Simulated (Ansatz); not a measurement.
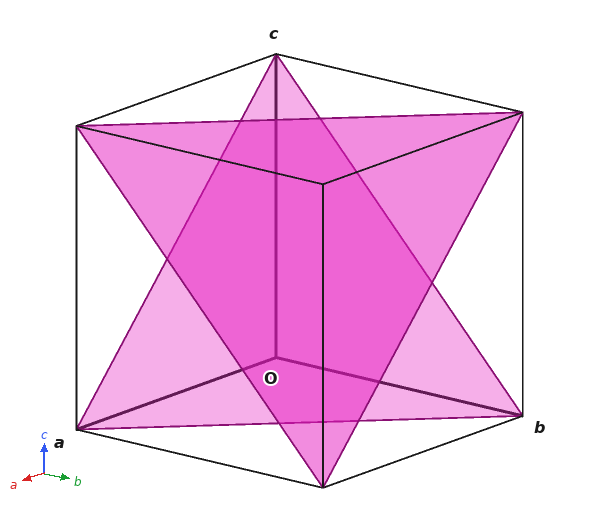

Crystal: Pb, the input geometry of an electronic-structure calculation (not necessarily at equilibrium). Every member of one family of equally spaced planes, hx + ky + lz = a whole number, that cuts the unit cell is shaded (one member passes through the origin O, touching the cell only at an edge or corner). Symmetry computed with spglib at a tolerance of 0.002 Å; standard conventional cell.

a = 5.179 Å, b = 5.179 Å, c = 5.179 Å, α = 90.00°, β = 90.00°, γ = 90.00°.

Question: Index the planes.

Answer: (1 1 1); the opposite sign names the same planes. The member next to the origin meets the axes a at 1, b at 1, c at 1.

Question: What is the spacing?

Answer: d = 2.990 Å.
